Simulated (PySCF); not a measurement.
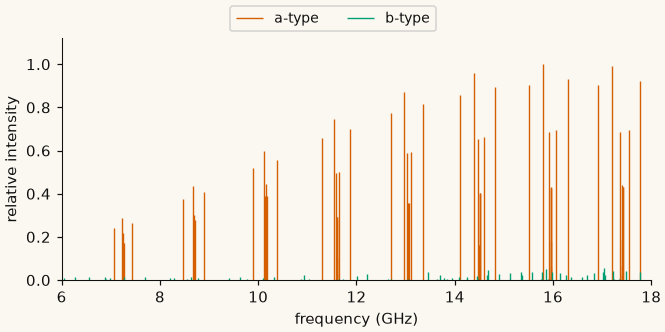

C₃H₈O₄Si, SMILES CO[SiH2]OCC(=O)O. Simulated rotational absorption lines between 6 and 18 GHz at 3 K: rigid rotor with the equilibrium constants and dipole of one optimised conformer (PBE0-D3(BJ)/def2-SVP, PySCF 2.14.0), commonest isotopes; no centrifugal distortion, hyperfine structure, internal rotation or nuclear-spin weights; lines within 1 MHz of each other are summed. Lines of different type are drawn apart.

**What are the rotational constants, and what kind of rotor is it?**

Rotational constants A, B, C = 6.217, 0.7604, 0.6892 GHz; Ray's κ = −0.97, a near-prolate asymmetric top.

**Assign the strongest lines, as J(Ka,Kc).**

```
  GHz     upper     lower  type  relative intensity
15.80  11(0,11)  10(0,10)     a                1.00
17.21  12(0,12)  11(0,11)     a                0.99
14.38  10(0,10)    9(0,9)     a                0.96
16.30  11(1,10)   10(1,9)     a                0.93
```

Known limits of this run: coarse grid, loose stop and no frequency check, small forces are noise and the end may be a saddle.
